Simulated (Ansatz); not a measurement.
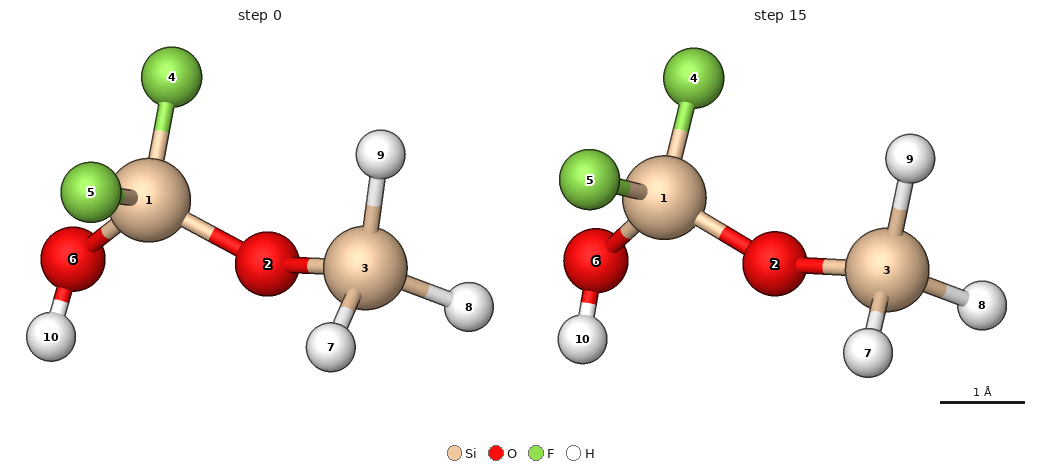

The structure of Si₂H₄O₂F₂ before (left) and after (right) a relaxation, at one scale.

The picture is a ball-and-stick view, seen at a tilt.

It is one of the separated reactants of a reaction.

The calculation used Ansatz 0.2.0, RKS PBE0-D4/def2-TZVP. Settings: force threshold 0.005 eV/Å; at most 200 steps.

What changed between the two?

Answer. The energy falls by 4.15 kJ/mol in 14 accepted moves (15 points after the start). The largest force component goes from 0.89 to 0.0035 eV/Å. The line search rejected the trial step at point 12 of the run. The forces were under the threshold at step 10, but the run went on from there. The largest move after the best rigid fit is that of F5, 0.32 Å. By element the largest moves are F 0.32 Å, O 0.30 Å, H 0.22 Å, Si 0.07 Å. Among the contacts that change: Si1–O2 1.627 → 1.601 Å, O2–Si3 1.666 → 1.645 Å, O6–H10 0.971 → 0.957 Å, Si1–O6 1.597 → 1.610 Å. Among the angles between lasting bonds that change: Si1–O2–Si3 135.7° → 148.3°, F5–Si1–O6 113.7° → 111.3°, O2–Si1–F4 108.9° → 110.9°. Groups turn about O2–Si3 by about 20°, Si1–O2 by about 20°. The run took about 30 s of wall time on a shared GPU.
